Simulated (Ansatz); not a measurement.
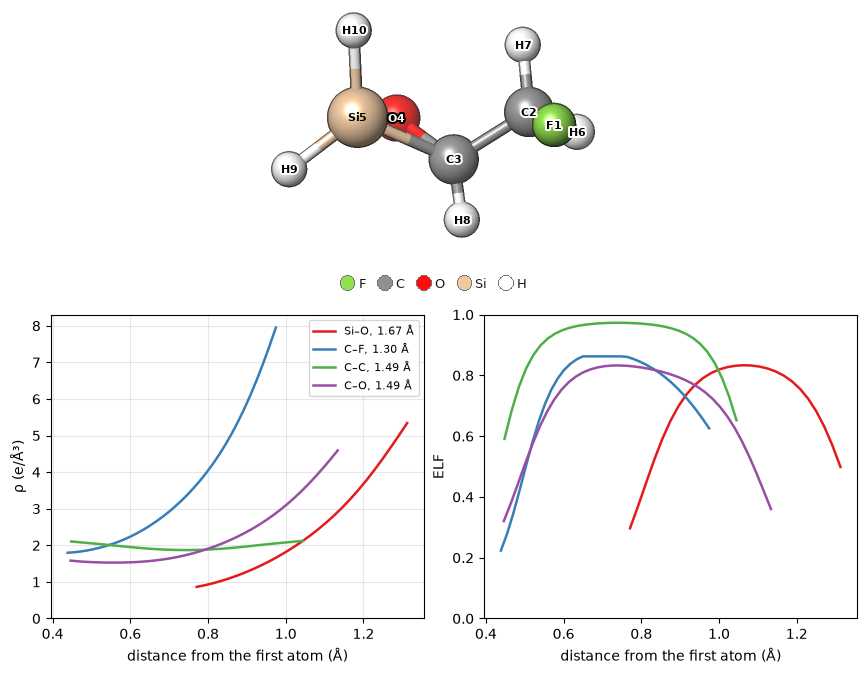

Figure. C₂H₅FOSi (SMILES FCC1O[SiH2]1). Total electron density and electron localisation function along straight lines between neighbouring atoms. The curves leave out the atomic cores. The structure is drawn too.

The fields and orbitals are those of the mean-field reference, not of the correlated method.

Method: MP2, Gaussian basis in Ansatz.

Input

```
crystal:
  periodic: [false, false, false]
  atoms:
    - { symbol: F, position_ang: [-0.6288, 1.6463, 1.1066] }
    - { symbol: C, position_ang: [-0.057, 0.4869, 1.2376] }
    - { symbol: C, position_ang: [-0.5216, -0.3864, 0.1197] }
    - { symbol: O, position_ang: [0.5297, -1.3441, -0.3139] }
    - { symbol: Si, position_ang: [0.2939, -0.2236, -1.525] }
    - { symbol: H, position_ang: [-0.3555, 0.0878, 2.2023] }
    - { symbol: H, position_ang: [1.0534, 0.6724, 1.2713] }
    - { symbol: H, position_ang: [-1.4977, -0.6278, 0.1649] }
    - { symbol: H, position_ang: [-0.3252, -0.8533, -2.6428] }
    - { symbol: H, position_ang: [1.5919, 0.4907, -1.6178] }
basis:
  gaussian:
    orbitals: cc-pVDZ
correlation:
  method: mp2
output:
  orbitals: {}
```

> What can be read from the curves?

Si–O (1.67 Å): the density is about 1 e/Å³ at the midpoint; the ELF peaks at about 0.85 between the atoms: a polar covalent bond.
C–F (1.30 Å): ρ is about 2.5 e/Å³ halfway; the ELF peaks at about 0.85 between the atoms: a shared but strongly polarised pair.
C–C (1.49 Å): ρ is about 1.9 e/Å³ halfway; the ELF peaks at about 1 between the atoms (a covalent bond).
C–O (1.49 Å): ρ is about 1.7 e/Å³ halfway, with its minimum of 1.5 e/Å³ about 0.6 Å from C; the ELF peaks at about 0.85 between the atoms (a shared but strongly polarised pair).
